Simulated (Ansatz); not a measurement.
# What SrLiH3 (model cell, started as cubic perovskite with Sr in the octahedra) distorts into

Aim: this structure of SrLiH3 (model cell, started as cubic perovskite with Sr in the octahedra) is to be tested for unstable modes, and one is followed downhill.

Method: DFT PBEsol, scalar-relativistic, plane waves, PAW, in Ansatz 0.2.0.

The structure was built from a prototype and need not be the compound's stable phase.

## Step 1: Starting point

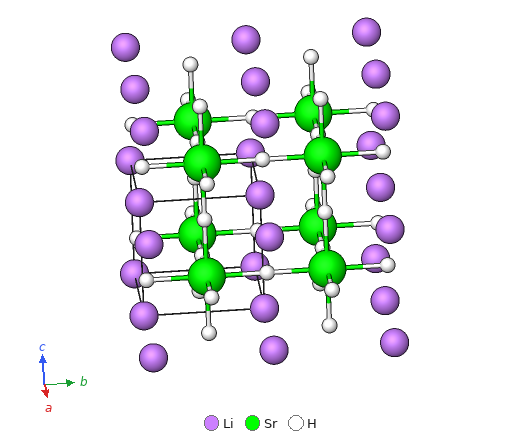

The cell as given, slightly off an axis (lithium purple, strontium green, hydrogen white). 2×2×2 cells are drawn. Some periodic images of atoms are drawn too.

## Step 2: The dispersion

The cell comes from relaxations at this level that are not shown. Stability and thermal properties need the whole zone. Linear response on a 4×4×4 q mesh gives force constants as far as a supercell of that size would, and the tensors from the zone-centre run are typed in so that the long-range dipole term is interpolated apart.

Contents of input.yaml:

```yaml
crystal:
  lattice:
    - [4.5923772974, 0.0, 0.0]
    - [0.0, 4.5923772974, 0.0]
    - [0.0, 0.0, 4.5923772974]
  atoms:
    - { symbol: Li, position: [0.0, 0.0, 0.0] }
    - { symbol: Sr, position: [0.5, 0.5, 0.5] }
    - { symbol: H, position: [0.5, 0.5, 0.0] }
    - { symbol: H, position: [0.5, 0.0, 0.5] }
    - { symbol: H, position: [0.0, 0.5, 0.5] }
kpoints:
  mp_grid: { grid: [8, 8, 8] }
hamiltonian:
  xc: pbesol
scf:
  occupations: { method: fixed }
output:
  eigenvalues: true
phonons:
  method: dfpt
  qmesh: [4, 4, 4]
  temperatures: { t_max: 1000, t_step: 50 }
  qpath:
    path:
      - [[0.0, 0.0, 0.0], [0.0, 0.5, 0.0], [0.5, 0.5, 0.0], [0.0, 0.0, 0.0], [0.5, 0.5, 0.5], [0.0, 0.5, 0.0]]
      - [[0.5, 0.5, 0.5], [0.5, 0.5, 0.0]]
    npoints: 10
  non_analytic_term:
    high_frequency_dielectric_tensor: [[3.8409, 0.0, 0.0], [0.0, 3.8409, 0.0], [0.0, 0.0, 3.8409]]
    born_effective_charges:
      - { species: Li, tensor: [[1.4242, 0.0, 0.0], [0.0, 1.4242, 0.0], [0.0, 0.0, 1.4242]] }
      - { species: Sr, tensor: [[1.5973, 0.0, 0.0], [0.0, 1.5973, 0.0], [0.0, 0.0, 1.5973]] }
      - { species: H, tensor: [[-1.0177, 0.0, 0.0], [0.0, -1.0177, 0.0], [0.0, 0.0, -0.9862]] }
      - { species: H, tensor: [[-1.0177, 0.0, 0.0], [0.0, -0.9862, 0.0], [0.0, 0.0, -1.0177]] }
      - { species: H, tensor: [[-0.9862, 0.0, 0.0], [0.0, -1.0177, 0.0], [0.0, 0.0, -1.0177]] }
    source: "zone-centre run at this cell"
```

Started as:

```
> ansatz run input.yaml --threads 8 --pin off --max-ram 14336MiB --backend cpu --events-out ev --progress --plain --runs-dir out
```

Numbers of over 12 decimals in the logs are rounded to 6 here.

What it wrote:

```text
Engine: ansatz 0.2.0, aarch64-unknown-linux-gnu
Pseudopotentials: kind: paw
Pseudopotential: Li, paw, valence charge 3, recommended cutoff 420 eV (normal), Li.paw.azcp
Pseudopotential: Sr, paw, valence charge 10, recommended cutoff 420 eV (normal), Sr.paw.azcp
Pseudopotential: H, paw, valence charge 1, recommended cutoff 420 eV (normal), H.paw.azcp
Functional definition: PBEsol
  exchange = pbesol_x
  correlation = pbesol_c
Crystal: 5 atoms, lattice volume = 96.853 Å³
Basis set: ecut = 420 eV, 1863 PW (Γ), exchange–correlation on 64×64×64 points (8 copies of the dense FFT grid, shifted against one another)
Bands: 13, of which v1, the nominal top of the filled ones, is band 8 counted from 1 (7 counted from 0)
Symmetry: 48 space group operations
k-points: 35 of 512
Non-local potential: Li, projectors of the file, l = 0: 3, l = 1: 2, l = 2: 1
Non-local potential: Sr, projectors of the file, l = 0: 3, l = 1: 2, l = 2: 2
Non-local potential: H, projectors of the file, l = 0: 2, l = 1: 1
PAW form: soft (Blöchl's): semilocal exchange-correlation on the pseudo side does not see the compensation charge
PAW frozen core: Sr, regenerated for the run's functional, and the local potential with it (the file was generated under x = pbe(κ = 0.804, μ = 0.219515), c = pbe(β = 0.066725))
PAW one-centre angular grid: Li, 110 points (default); XC on 64 Gauss nodes
PAW one-centre angular grid: Sr, 110 points (default); XC on 64 Gauss nodes
PAW one-centre angular grid: H, 110 points (default); XC on 64 Gauss nodes
Initial density: superposition of atomic densities (neutral atoms: chi_scale 0, normalization atom), corrected by the library's trained network
Initial wavefunctions: pseudopotential atomic-orbital guess
Functional: x = pbesol(κ = 0.804, μ = 0.123457), c = pbesol(β = 0.046)
SCF iter   1: F=—  HF=-3742.326067 eV  |F-HF|=—  |Δ(HF+E_count)|=         —  Δρ=6.18e-3  dr2=3.57e-2  ethr=1.77e-3  ⟨swp⟩=5.3  Hψ=2630  notcnv=0  defer=66
preconditioner: auto → Resta (q_TF=auto, 2.021 Å⁻¹)  ε∞=3.6  [insulator: Δε(μ)=1.554 eV  Ē_g=5.748 eV  n_scr=18 (ndim 8)  ℏωp=9.2 eV  f_vac=0.000  ε∞_Penn≈3.6]
SCF iter   2: F=—  HF=-3742.317532 eV  |F-HF|=—  |Δ(HF+E_count)|=   8.53e-3  Δρ=2.48e-3  dr2=6.73e-3  ethr=2.23e-4  ⟨swp⟩=1.5  Hψ=759  notcnv=0  defer=77
SCF iter   3: F=—  HF=-3742.316038 eV  |F-HF|=—  |Δ(HF+E_count)|=   1.49e-3  Δρ=2.52e-4  dr2=1.09e-4  ethr=4.21e-5  ⟨swp⟩=2.0  Hψ=602  notcnv=0  defer=91
SCF iter   4: F=—  HF=-3742.316089 eV  |F-HF|=—  |Δ(HF+E_count)|=   5.14e-5  Δρ=6.45e-5  dr2=3.04e-6  ethr=6.83e-7  ⟨swp⟩=2.3  Hψ=681  notcnv=0  defer=92
SCF iter   5: F=—  HF=-3742.316092 eV  |F-HF|=—  |Δ(HF+E_count)|=   3.30e-6  Δρ=1.65e-5  dr2=2.35e-7  ethr=1.90e-8  ⟨swp⟩=2.5  Hψ=671  notcnv=0  defer=63
SCF iter   6: F=—  HF=-3742.316088 eV  |F-HF|=—  |Δ(HF+E_count)|=   4.16e-6  Δρ=2.71e-6  dr2=1.18e-8  ethr=1.47e-9  ⟨swp⟩=2.5  Hψ=581  notcnv=0  defer=50
SCF iter   7: F=—  HF=-3742.316088 eV  |F-HF|=—  |Δ(HF+E_count)|=   3.77e-9  Δρ=6.14e-7  dr2=3.83e-10  ethr=7.35e-11  ⟨swp⟩=2.8  Hψ=660  notcnv=0  defer=50
SCF iter   8: F=-3742.316088 eV  HF=-3742.316088 eV  |F-HF|=3.64e-12  |Δ(HF+E_count)|=  2.35e-10  Δρ=1.14e-7  dr2=9.73e-12  ethr=1.00e-12  ⟨swp⟩=11.9  Hψ=3753  notcnv=0
SCF 1 converged in 8 iterations: F = -3742.316088 eV  dr2 = 9.73e-12
  greatest PAW one-centre occupation: 0.999 electrons in one spin orbital (limit 2), on the Li atom at site 0 (counted from 0), in its partial waves of l = 0
NSCF: frozen V_eff on 35 k-points
NSCF: frozen V_eff on 125 k-points
DFPT response loops at q = (0, 0, 0) (fractional): preconditioner auto → none (the input reference at scf.mixing.eps_inf says where Resta's filter doesn't serve); β = 0.50; Broyden in place of MSR1
NSCF: frozen V_eff on 400 k-points
DFPT response loops at q = (0, 0, 0.25) (fractional): preconditioner auto → Resta (q_TF=auto, 2.021 Å⁻¹)  ε∞=6.0 (no band partly filled); β = 1.00, the filter's whole step (`scf.mixing.beta` (0.50) is not read by the response loops at its default; to damp them type it under 1.00, their step now; it binds the ground state too); Broyden in place of MSR1
NSCF: frozen V_eff on 250 k-points
DFPT response loops at q = (0, 0, -0.5) (fractional): mixed as the last ones told, above
NSCF: frozen V_eff on 640 k-points
DFPT response loops at q = (0, 0.25, 0.25) (fractional): mixed as the last ones told, above
NSCF: frozen V_eff on 400 k-points
DFPT response loops at q = (0, 0.25, -0.5) (fractional): mixed as the last ones told, above
NSCF: frozen V_eff on 250 k-points
DFPT response loops at q = (0, -0.5, -0.5) (fractional): mixed as the last ones told, above
NSCF: frozen V_eff on 1024 k-points
DFPT response loops at q = (0.25, 0.25, 0.25) (fractional): mixed as the last ones told, above
NSCF: frozen V_eff on 640 k-points
DFPT response loops at q = (0.25, 0.25, -0.5) (fractional): mixed as the last ones told, above
NSCF: frozen V_eff on 400 k-points
DFPT response loops at q = (0.25, -0.5, -0.5) (fractional): mixed as the last ones told, above
NSCF: frozen V_eff on 250 k-points
DFPT response loops at q = (-0.5, -0.5, -0.5) (fractional): mixed as the last ones told, above
SCF converged after 8 iterations
Free energy (F): -3742.316088 eV
Harris-Foulkes:  -3742.316088 eV  (|F-HF|=3.64e-12)
Internal energy: -3742.316088 eV  (E = F + TS)
E sigma→0 (E₀):  -3742.316088 eV
Fermi energy:    0.729304 eV
--- Per-component energies (eV) ---
  E_band       = -243.601976
  E_kinetic    = 305.125268
  E_local      = -1029.250079  (includes V_loc(G=0)·N_el)
  E_nonlocal   = 174.396936
  E_hartree    = 284.467530
  E_xc         = -207.231868
  E_vxc        = -207.707025  (∫ρ·V_xc dr)
  E_paw        = -2665.373208  (= ΣΔE_a)
  E_vpaw       = -55.098808  (= ΣTr[D̂ρ^β])
  E_aug_tail   = -0.003343  (compensation charges beyond the density's cutoff)
  E_ewald      = -604.581672
  E_core_change = 0.134347  (= ΣΔE_core)
  E_smearing   = -0.000000  (= −TS)
  E_closure    = -0.000000  (closes the sum)
  Σ components = -3742.316088   (vs F -3742.316088, Δ=0.00e0)
--- Band table (eV; the first three rows and the last of 35) ---
  k-point 0: bands = [... 4 lower, -14.1340, -2.5207, -0.2758, -0.2758, 5.8724, 5.8724, 5.8724, 6.0194, ... 1 higher]
  k-point 1: bands = [... 4 lower, -14.1332, -2.4134, -0.2554, -0.2341, 5.1913, 5.7674, 5.7674, 6.6098, ... 1 higher]
  k-point 2: bands = [... 4 lower, -14.1311, -2.1334, -0.2050, -0.1607, 4.6624, 5.5419, 5.5419, 6.9526, ... 1 higher]
  k-point 34: bands = [... 4 lower, -14.2435, 0.7293, 0.7293, 0.7293, 2.9950, 2.9950, 2.9950, 5.1768, ... 1 higher]
--- Phonons (Γ-DFPT): 4 representative perturbations + reference (Σ response iterations 12) ---
  ASR residual: 7.769e-5 → 0.000e0 eV/Å²; symmetrization residual: 2.796e-7 eV/Å²
  ASR residual per site (eV/Å²): 4.73e-7 7.77e-5 2.79e-5 2.79e-5 2.79e-5
  Γ frequencies (cm⁻¹): -421.03 -421.03 -421.03 -418.93 -418.93 -418.93 0.00 0.00 0.00 241.57 241.57 241.57 1287.16 1287.16 1287.16
--- Phonons (arbitrary-q DFPT): 10 irreducible q on the 4×4×4 mesh ---
  q = [0.0000, 0.0000, 0.0000] (star 1, of the zone-centre solve; hermiticity 8.22e-8, symmetrization 1.74e-13): -421.03 -421.03 -421.03 -418.93 -418.93 -418.93 -0.00 -0.00 0.00 241.57 241.57 241.57 1287.16 1287.16 1287.16
  q = [0.0000, 0.0000, 0.2500] (star 6, 9 solved perturbations in 1560 linear systems a pass and spin channel, the states on 200 of 512 k-point pairs; hermiticity 9.08e-8, symmetrization 9.26e-14): -409.65 -409.65 -380.67 -380.67 -359.58 37.14 37.14 86.86 139.86 211.85 211.85 432.01 1286.79 1286.79 1351.26
  q = [0.0000, 0.0000, -0.5000] (star 3, 9 solved perturbations in 975 linear systems a pass and spin channel, the states on 125 of 512 k-point pairs; hermiticity 1.63e-7, symmetrization 8.26e-8): -396.74 -396.74 -346.97 -346.97 -295.01 71.30 71.30 115.64 161.89 174.42 174.42 452.40 1286.42 1286.42 1362.59
  q = [0.0000, 0.2500, 0.2500] (star 12, 9 solved perturbations in 2460 linear systems a pass and spin channel, the states on 320 of 512 k-point pairs; hermiticity 5.11e-8, symmetrization 1.57e-14): -478.05 -380.38 -370.57 -356.95 -308.43 37.05 88.18 96.71 171.66 216.98 307.44 451.07 1286.45 1296.20 1357.11
  q = [0.0000, 0.2500, -0.5000] (star 12, 15 solved perturbations on 200 of 512 k-point pairs; hermiticity 5.48e-8, symmetrization 2.38e-8): -495.06 -370.42 -340.75 -323.30 -319.41 68.22 94.91 102.03 120.88 305.36 321.34 472.62 1286.11 1299.01 1367.34
  q = [0.0000, -0.5000, -0.5000] (star 3, 9 solved perturbations in 975 linear systems a pass and spin channel, the states on 125 of 512 k-point pairs; hermiticity 6.82e-8, symmetrization 3.37e-8): -553.41 -361.61 -361.61 -282.17 -282.17 -136.36 64.15 123.98 123.98 378.50 378.50 488.18 1285.78 1306.59 1375.71
  q = [0.2500, 0.2500, 0.2500] (star 8, 4 solved perturbations in 1376 linear systems a pass and spin channel, the states on 512 of 512 k-point pairs; hermiticity 3.73e-8, symmetrization 7.79e-14): -491.70 -465.42 -465.42 -280.26 -280.26 -135.72 108.72 112.92 112.92 377.12 377.12 469.00 1295.67 1295.67 1362.96
  q = [0.2500, 0.2500, -0.5000] (star 12, 9 solved perturbations in 2460 linear systems a pass and spin channel, the states on 320 of 512 k-point pairs; hermiticity 2.92e-7, symmetrization 1.50e-7): -508.60 -478.65 -471.69 -294.17 -272.66 -173.10 109.92 118.21 146.64 416.61 426.34 491.08 1295.16 1300.34 1372.52
  q = [0.2500, -0.5000, -0.5000] (star 6, 9 solved perturbations in 1560 linear systems a pass and spin channel, the states on 200 of 512 k-point pairs; hermiticity 4.71e-8, symmetrization 4.14e-9): -556.53 -495.61 -495.61 -283.34 -283.34 -224.37 116.43 146.76 146.76 473.66 473.66 507.27 1296.64 1306.03 1380.79
  q = [-0.5000, -0.5000, -0.5000] (star 1, 4 solved perturbations in 350 linear systems a pass and spin channel, the states on 125 of 512 k-point pairs; hermiticity 4.59e-8, symmetrization 1.91e-8): -559.63 -559.63 -559.63 -280.43 -280.43 -280.43 149.25 149.25 149.25 522.55 522.55 522.55 1305.47 1305.47 1388.51
  sum rule: each row above includes the acoustic sum rule's correction from the zone centre's row sums; it moved no ω² by more than (2.74 cm⁻¹)²
  mesh force constants: q→R imaginary residual 8.35e-19; ASR residual 7.769e-5 → 0.000e0 eV/Å²; symmetrization residual 7.105e-15 eV/Å²
  interpolated dispersion: 63 rows × 15 modes
  density of states and harmonic sums: on the 16×16×16 q-mesh, interpolated from the force constants of a 4×4×4 supercell (with the dipole–dipole term of supplied tensors)
  largest difference from the sums on the solved wave vectors: F 1.20e-3 eV, S 4.64e-6 and C_V 2.72e-6 eV/K
  zero-point energy: 0.338378 eV/cell   skipped modes (ω ≤ 0): 917, of them read as no rigid motion or as one in doubt: 914 (5.555e0 modes/cell left out, lowest -559.63 cm⁻¹)   left out of the sums: 3.70e-1 of the cell's modes: C_V's classical limit lies that fraction below 3 k_B per atom; for a crystal, a wire or a layer, F and S can be off by more, and a phonons.interpolated_qmesh denser along its periods is the remedy for the sampling
```

Wall time 2 min (8 threads of Arm Neoverse V2, shared host); peak memory 1.5 GiB; 15 min of CPU time.

In the SCF lines HF is the Harris–Foulkes energy and dr2 the Hartree energy of the density residual, in eV; the loop may stop once dr2 is under the threshold and the program's other checks hold. Hψ counts applications of the Hamiltonian.

This step gave:

```yaml
gap_on_the_k_mesh: 1.664 eV
volume_per_atom: 19.37 Å³
sum_rule_residual_before_enforcement: 7.77e-5 eV/Å²
lowest_frequency_on_the_path: -559.6 cm⁻¹
point_group: m-3m
highest_frequency_on_the_path_or_at_a_solved_wavevector: 1389 cm⁻¹
highest_optical_mode_at_the_zone_centre_no_lo_to_term: 1287 cm⁻¹
lowest_optical_zone_centre_mode: -421.0 cm⁻¹
lowest_mode_on_the_q_mesh_acoustic_modes_at_gamma_apart: -559.6 cm⁻¹
```

Frequencies (cm⁻¹) solved at each irreducible wavevector; negative means imaginary. Frequencies by wavevector, by row:

```csv
q in reciprocal lattice units,star,mode 1,mode 2,mode 3,mode 4,mode 13,mode 14,mode 15
0 0 0,1,-421,-421,-421,-418.9,1287,1287,1287
0 0 0.25,6,-409.6,-409.6,-380.7,-380.7,1287,1287,1351
0 0 -0.5,3,-396.7,-396.7,-347,-347,1286,1286,1363
0 0.25 0.25,12,-478.1,-380.4,-370.6,-356.9,1286,1296,1357
0 0.25 -0.5,12,-495.1,-370.4,-340.8,-323.3,1286,1299,1367
0 -0.5 -0.5,3,-553.4,-361.6,-361.6,-282.2,1286,1307,1376
0.25 0.25 0.25,8,-491.7,-465.4,-465.4,-280.3,1296,1296,1363
0.25 0.25 -0.5,12,-508.6,-478.6,-471.7,-294.2,1295,1300,1372
0.25 -0.5 -0.5,6,-556.5,-495.6,-495.6,-283.3,1297,1306,1381
-0.5 -0.5 -0.5,1,-559.6,-559.6,-559.6,-280.4,1306,1306,1388
```

Interpolated from a 4×4×4 q mesh, with the LO-TO term (at Γ the limit along the path; where Γ stands inside the path, tables give the limit on arrival). The phonon branches at the labelled points (cm⁻¹):

```csv
point,branch 1,branch 2,branch 3,branch 4,branch 12,branch 13,branch 14,branch 15
Γ,-421,-421,-421,-419,412,1287,1287,1341
X,-397,-397,-347,-347,452,1286,1286,1363
M,-553,-362,-362,-282,488,1286,1307,1376
Γ,-421,-421,-421,-419,412,1287,1287,1341
R,-560,-560,-560,-280,523,1306,1306,1388
X,-397,-397,-347,-347,452,1286,1286,1363
jump to R,-560,-560,-560,-280,523,1306,1306,1388
M,-553,-362,-362,-282,488,1286,1307,1376
```

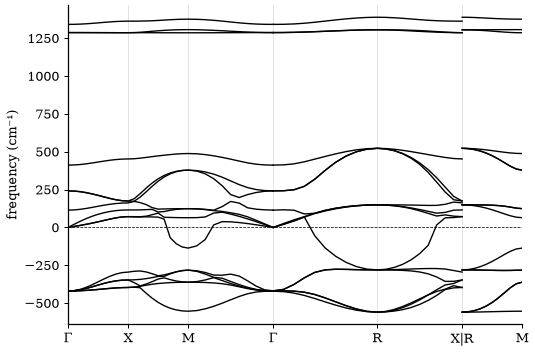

Phonon branches along the path.

Symmetry leaves 10 wavevectors to solve. The lowest mode among them, the acoustic zeros apart, lies at q = (-0.5, -0.5, -0.5) and is imaginary, 559.6i cm⁻¹, so the energy falls along it.

## Step 3: The mode frozen in, largest atomic shift 0 Å

The mode followed lies at q = (-0.5, -0.5, -0.5) with frequency 559.6i cm⁻¹ and is 3-fold degenerate, the softest among the wavevectors solved. At small amplitude the distorted cell has space group no. 140 by a symmetry search on the positions. The undistorted cell that holds it gives the zero of energy on the same k mesh.

System of this step: SrLiH3 (model cell, started as cubic perovskite with Sr in the octahedra). The structure is cubic, space group Pm-3m (No. 221). The conventional cell has a = 4.592 Å, b = 4.592 Å, c = 4.592 Å, α = 90.00°, β = 90.00°, γ = 90.00°. Li has 12 H at 3.25 Å nearest. Nearest to Sr lie 6 H at 2.30 Å. Nearest to H lie 2 Sr at 2.30 Å. Farther neighbours are not listed.

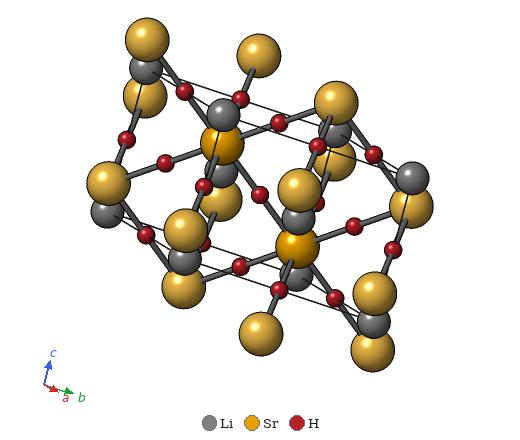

The cell of this step (lithium grey, strontium orange, hydrogen red). Some periodic images of atoms are drawn too.

Contents of input.yaml:

```yaml
crystal:
  lattice:
    - [4.5923772974, 4.5923772974, 0.0]
    - [4.5923772974, 0.0, 4.5923772974]
    - [4.5923772974, 0.0, -4.5923772974]
  atoms:
    - { symbol: Li, position: [0.0, 0.5, 0.5] }
    - { symbol: Li, position: [0.0, 0.0, 1.0] }
    - { symbol: Sr, position: [0.5, 0.25, 0.75] }
    - { symbol: Sr, position: [0.5, 0.75, 0.25] }
    - { symbol: H, position: [0.5, 0.5, 0.5] }
    - { symbol: H, position: [0.5, 0.0, 0.0] }
    - { symbol: H, position: [0.0, 0.5, 0.0] }
    - { symbol: H, position: [0.0, 0.0, 0.5] }
    - { symbol: H, position: [0.5, 0.5, 0.0] }
    - { symbol: H, position: [0.5, 0.0, 0.5] }
kpoints:
  mp_grid: { grid: [6, 6, 6] }
hamiltonian:
  xc: pbesol
scf:
  occupations: { method: gaussian, width: 0.02 }
output:
  forces: true
  stress: true
  eigenvalues: true
```

What it wrote:

```text
[...]
Crystal: 10 atoms, lattice volume = 193.706 Å³
Basis set: ecut = 420 eV, 3767 PW (Γ), exchange–correlation on 90×90×90 points (8 copies of the dense FFT grid, shifted against one another)
Bands: 26, of which v1, the nominal top of the filled ones, is band 16 counted from 1 (15 counted from 0)
Symmetry: 96 space group operations
[...]
k-points: 16 of 216
[...]
k-point 0: bands = [... 12 lower, -0.2758, 0.7293, 0.7293, 0.7293, 2.9950, 2.9950, 2.9950, 5.1768, ... 5 higher]
  k-point 1: bands = [... 12 lower, -0.2308, 0.3459, 0.6219, 0.6219, 3.0820, 3.1957, 3.1957, 5.0152, ... 5 higher]
  k-point 2: bands = [... 12 lower, -0.0973, -0.0973, 0.3783, 0.3783, 3.2764, 3.7291, 3.7291, 4.2064, ... 5 higher]
  k-point 15: bands = [... 12 lower, -0.1046, -0.0365, 0.1215, 0.1682, 2.8235, 3.8132, 5.4274, 5.5744, ... 5 higher]
[key lines of the parts left out:]
SCF converged after 6 iterations
Free energy (F): -7484.632187 eV
Fermi energy:    1.561169 eV
P = ⅓ Tr σ = -0.0030 GPa (-0.030 kbar)
```

The job ended after 0.66 s (8 threads; peak memory 0.59 GiB).

This step gave:

* pressure: -0.002956 GPa
* energy from the undistorted cell: 0 meV/atom

At this level the gap is 1.66 eV on the k-mesh of the self-consistent run, which can miss the band edges.

## Step 4: The mode frozen in, largest atomic shift 0.6 Å

The atoms are moved along the unstable eigenvector, the largest shift by 0.6 Å, with the cell fixed.

input.yaml, as its differences from that of step 3:

```diff
@@ -10,8 +10,8 @@
     - { symbol: Sr, position: [0.5, 0.75, 0.25] }
-    - { symbol: H, position: [0.5, 0.5, 0.5] }
-    - { symbol: H, position: [0.5, 0.0, 0.0] }
+    - { symbol: H, position: [0.5, 0.434674357, 0.434674357] }
+    - { symbol: H, position: [0.5, 0.065325643, 0.065325643] }
     - { symbol: H, position: [0.0, 0.5, 0.0] }
     - { symbol: H, position: [0.0, 0.0, 0.5] }
-    - { symbol: H, position: [0.5, 0.5, 0.0] }
-    - { symbol: H, position: [0.5, 0.0, 0.5] }
+    - { symbol: H, position: [0.5, 0.565325643, -0.065325643] }
+    - { symbol: H, position: [0.5, -0.065325643, 0.565325643] }
 kpoints:
```

What it wrote:

```text
[...]
Crystal: 10 atoms, lattice volume = 193.706 Å³
Basis set: ecut = 420 eV, 3767 PW (Γ), exchange–correlation on 90×90×90 points (8 copies of the dense FFT grid, shifted against one another)
Bands: 26, of which v1, the nominal top of the filled ones, is band 16 counted from 1 (15 counted from 0)
Symmetry: 16 space group operations
[...]
k-points: 30 of 216
[...]
k-point 0: bands = [... 12 lower, -0.3530, 0.6429, 0.7202, 0.7202, 3.0070, 3.0070, 3.4335, 5.1780, ... 4 higher]
  k-point 1: bands = [... 12 lower, -0.3129, 0.3361, 0.5785, 0.6137, 3.1166, 3.1945, 3.5789, 5.1900, ... 4 higher]
  k-point 2: bands = [... 12 lower, -0.1995, -0.1416, 0.3546, 0.3783, 3.3778, 3.6610, 3.9212, 4.4135, ... 4 higher]
  k-point 29: bands = [... 12 lower, -0.4730, -0.2480, 0.3184, 0.3184, 3.1519, 4.6404, 5.1993, 5.1993, ... 4 higher]
[key lines of the parts left out:]
SCF converged after 6 iterations
Free energy (F): -7485.227809 eV
Fermi energy:    1.557656 eV
P = ⅓ Tr σ = -1.1840 GPa (-11.840 kbar)
```

Elapsed: 0.95 s, on 8 threads; peak memory 0.64 GiB; 6.2 s of CPU time.

Numbers from this step:

| Item | Value |
| --- | --- |
| pressure | -1.184 GPa |
| gap on the k-mesh | 1.675 eV |
| energy from the undistorted cell | -59.56 meV/atom |

The energy, extrapolated to zero smearing, is -59.56 meV/atom against the undistorted cell.

The run ends at a pressure of -1.18 GPa, with forces up to 0.33 eV/Å.

(Continued in part 2 of 3.)

[Logs are printed without paths, hosts, clocks, repeated set-up lines and the standing remarks that a program may print on its own settings, such as how far it seeks lower states.]

[Hosts, paths, dates, database ids (printed as entryN), source tags and the programs' standing remarks are cut or masked in the printed files.]
